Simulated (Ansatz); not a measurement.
**AlH···HF: density, localisation and related maps**

The calculation's input:

```
crystal:
  periodic: [false, false, false]
  atoms:
    - {symbol: Al, position_ang: [-0.715467, -0.868118, 0.653800]}
    - {symbol: F, position_ang: [0.690464, 0.534104, -0.829006]}
    - {symbol: H, position_ang: [0.829313, -0.107332, -1.483946]}
    - {symbol: H, position_ang: [-0.804310, 0.441346, 1.659052]}
basis:
  gaussian: {orbitals: def2-TZVPP}
hamiltonian: {xc: pbe0, dispersion: d4}
output: {orbitals: {seedname: orbitals}}
```

Launched as:

```sh
ansatz run in.yaml --threads 2 --pin off --events-out ev --progress --plain --max-ram 4352MiB
```

The product side of a reaction path; geometry: PBE0-D4/def2-TZVP.

The calculation used RKS PBE0-D4/def2-TZVPP in Ansatz 0.2.0.

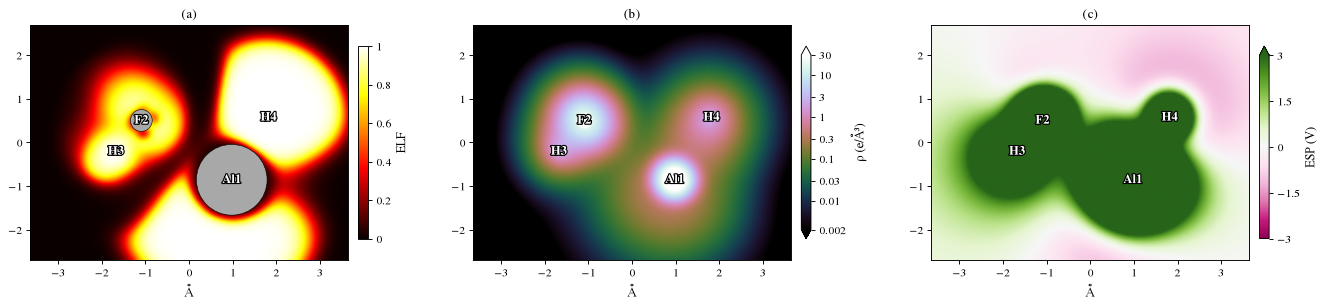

Figure 1. (a) electron localisation function; (b) total electron density; (c) molecular electrostatic potential on the molecular plane. Grey discs cover the atomic cores in the ELF map.

Question: Describe what can be read from this map.

Answer:
- Atoms in the plane: Al, F and H.
- Al1···F2 (2.48 Å): the density falls to about 0.13 e/Å³ on the way; the ELF is about 0.10 at the midpoint.
- F–H (0.93 Å): ρ at the midpoint is about 4.7 e/Å³; the ELF climbs to about 1 towards the hydrogen, as it does in any bond to H: an ordinary covalent bond to hydrogen.
- Al–H (1.65 Å): ρ at the midpoint is about 0.51 e/Å³; the ELF climbs to about 1 towards the hydrogen.
- The ELF also peaks beside F2, away from the bonds: lone-pair regions.
- Outside the dense part of the complex the potential is most negative (−1.1 V) near H4.

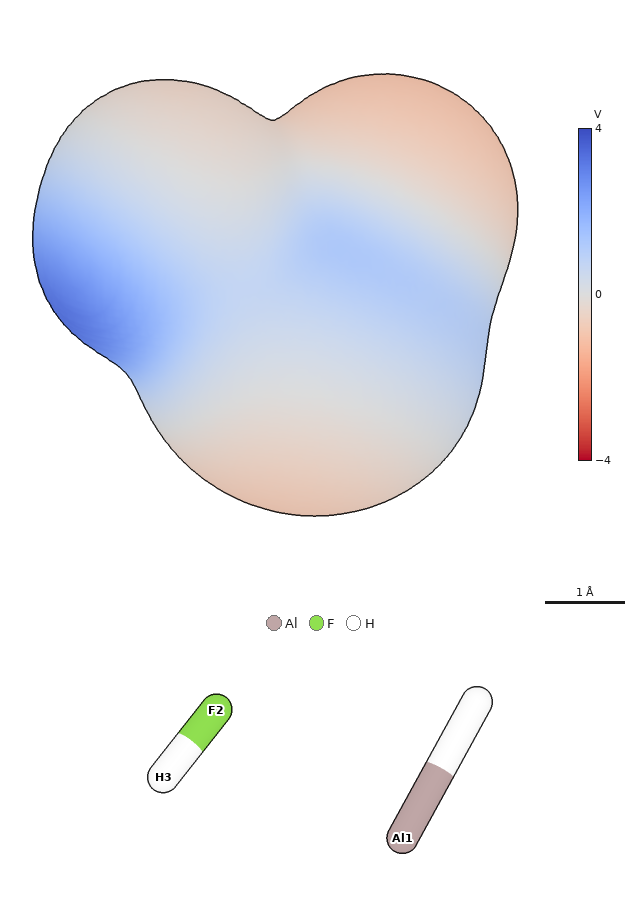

Figure 2. The electrostatic potential painted on the density surface at 0.001 e/bohr³, seen at a tilt; the colour scale runs from red (negative) to blue (positive). The bare structure is drawn below in the same view.

Question: Describe the electrostatic potential map.

Answer: The most negative region (about −1.0 V) lies over H4, the most positive (about +3.1 V) over H3.

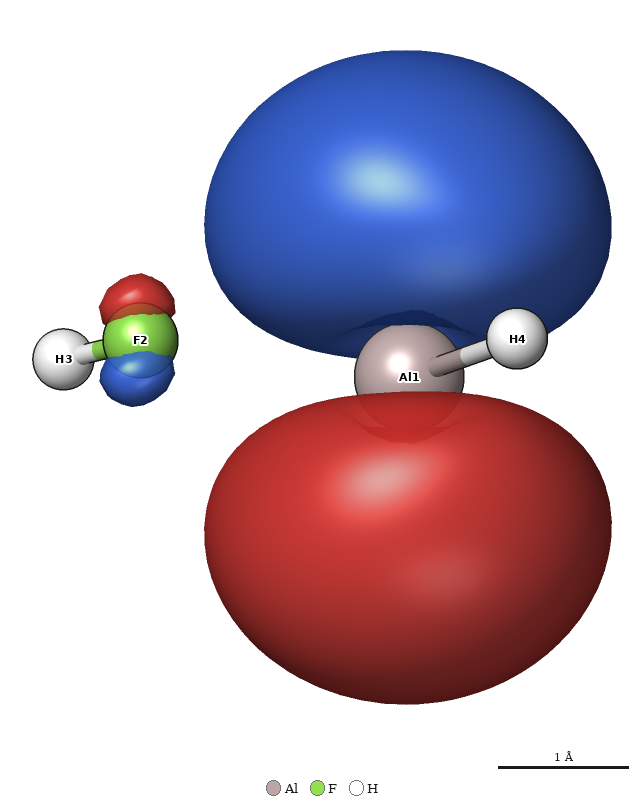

Figure 3. The LUMO at ±0.1 Å⁻³ᐟ² (blue and red are the two phases), seen from one side.

Question: Describe this orbital and give its energy.

Answer: Its weight (Hirshfeld) is mainly on Al1 (about 95 %); it changes sign across the molecular plane (π type). Its energy is −1.53 eV.
